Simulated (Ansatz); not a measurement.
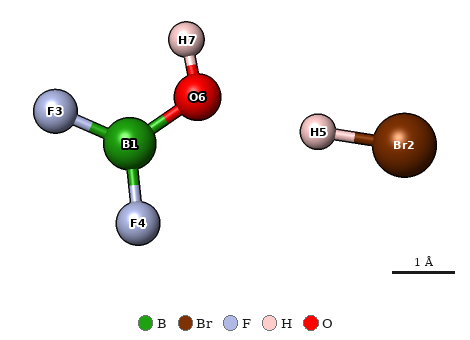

**Figure 1.** The structure as given in the input (ball-and-stick view, seen on its broad side; atoms are numbered from 1 in the order of the input). Bond lengths as drawn: Br–H 1.43 Å, B–F 1.31 to 1.32 Å, B–O 1.35 Å and H–O 0.96 Å.

**BH2BrOF2: single-point calculation**

- system: BH2BrOF2
- method: RKS PBE0-D4/def2-TZVPP (Ansatz 0.2.0)

The geometry is the product side of a reaction. The reaction was set up to form B1–O6 and Br2–H5 and to break B1–Br2 and H5–O6 (atoms counted from 1 in the order of the input); sticks are drawn by distance alone. The geometry comes from this level: PBE0-D4/def2-TZVP.

## Log
```
Functional definition: PBE0
  name "PBE0"
  cite "Adamo & Barone, J. Chem. Phys. 110, 6158 (1999) doi:10.1063/1.478522"
  cite "Perdew, Burke & Ernzerhof, Phys. Rev. Lett. 77, 3865 (1996) doi:10.1103/PhysRevLett.77.3865"
  parent pbe
  parameter a = 0.25
  parameter kappa = 0.804
  parameter beta = 0.06672455060314922
  exchange = (1 - a)*pbe_x(kappa = kappa, mu = beta*pi^2/3) + a*exact_x
  correlation = pbe_c(beta = beta)
1163 factors; their error is unknown
mean field evaluation 1: about -78223.1895 eV, gradient 5.7e1 eV
mean field evaluation 2: about -78218.7101 eV, gradient 7.8e1 eV
mean field evaluation 4: about -78227.7993 eV, gradient 3.0e0 eV
mean field evaluation 8: about -78227.8110 eV, gradient 3.1e-2 eV
mean field evaluation 16: about -78228.2799 eV, gradient 1.1e-4 eV
mean field -78228.27985300 eV, -2874.8362595651 hartree, gradient 5.1e-5 eV, S^2 0.000000; 0 other end points of the search recorded, 0 dependent functions left out
reference -78228.27988386 eV, -2874.8362606994 hartree; 34, 34 occupied and 166, 166 virtual orbitals, 1163 factors
Total energy: -78228.36145580 eV, -2874.8392584128 hartree
```

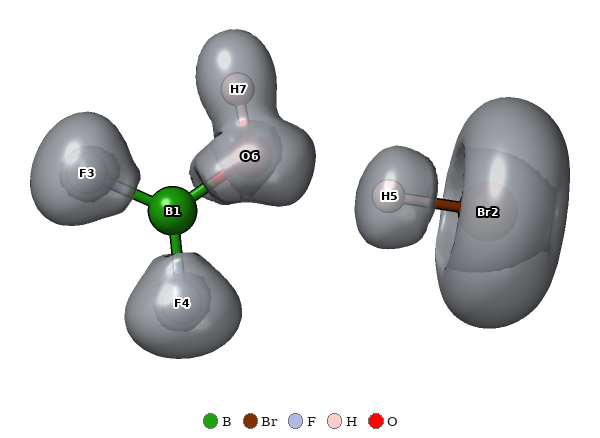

**Figure 2.** Isosurface of the ELF at 0.75 (grey), seen at a tilt. Only the valence region is drawn (cores and ρ < 0.01 e/Å³ removed).

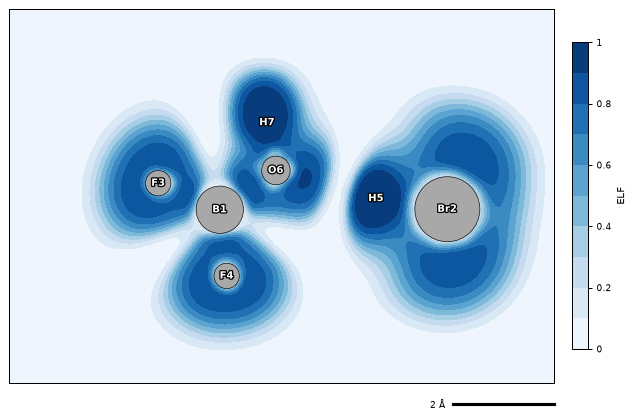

**Figure 3.** ELF on the molecular plane. Grey discs, where drawn, cover atomic cores. O6···H5 (2.05 Å): the ELF is only about 0.10 between them (a non-bonded, intermolecular contact). B–F (1.31 Å): the ELF peaks at about 0.85 between the atoms, which marks a polar covalent bond. B–O (1.35 Å): the ELF peaks at about 0.90 between the atoms, which marks a polar covalent bond. Br–H (1.43 Å): the ELF climbs to about 1 towards the hydrogen.

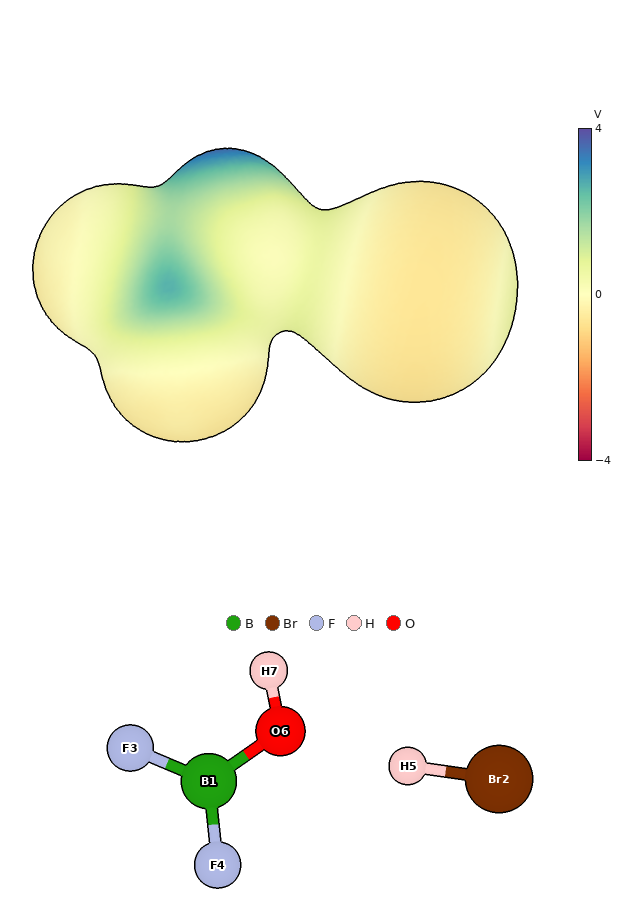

**Figure 4.** The molecular electrostatic potential painted on the density surface at 0.002 e/bohr³, seen face on; the colour scale runs from red (negative) to blue (positive). The bare structure is drawn below in the same view.

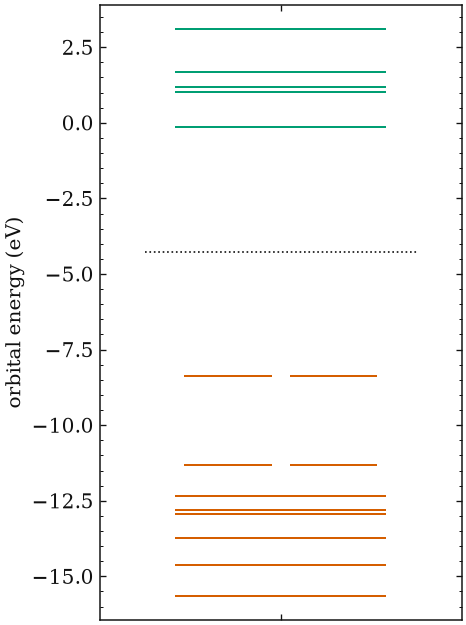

**Figure 5.** Orbital energies near the frontier; the dotted line parts filled from empty levels, and levels within 0.02 eV of each other stand side by side. Highest filled −8.38 eV, lowest empty −0.15 eV, 8.23 eV apart.

This output came from the following input.

## Input
```yaml
crystal:
  periodic: [false, false, false]
  atoms:
    - {symbol: B, position_ang: [-0.105084, -0.749263, -0.993306]}
    - {symbol: Br, position_ang: [-0.565407, 1.496605, 2.867663]}
    - {symbol: F, position_ang: [0.456511, -1.084341, -2.143029]}
    - {symbol: F, position_ang: [-1.210445, -1.352555, -0.619731]}
    - {symbol: H, position_ang: [-0.240066, 0.897980, 1.611282]}
    - {symbol: O, position_ang: [0.428854, 0.198780, -0.190520]}
    - {symbol: H, position_ang: [1.235837, 0.592795, -0.532358]}
basis:
  gaussian: {orbitals: def2-TZVPP}
hamiltonian: {xc: pbe0, dispersion: d4}
output: {orbitals: {seedname: orbitals}}
```

Run as:
```bash
ansatz run in.yaml --threads 4 --pin off --events-out ev --progress --plain --max-ram 9574MiB
```

## Key numbers

| quantity | value |
| --- | --- |
| outcome | converged |
| total energy | −78228.3615 eV |
| mean-field energy | −78228.2799 eV |
| dispersion energy | −0.0816 eV |
| SCF solution under orbital rotations | stable |
| HOMO | −8.38 eV |
| LUMO | −0.15 eV |
| hardware | 4 threads of Arm Neoverse V2, 23 GiB of memory available, shared host |
| wall time | 2 s (CPU time 7.5 s) |
| peak memory | 0.47 GiB |
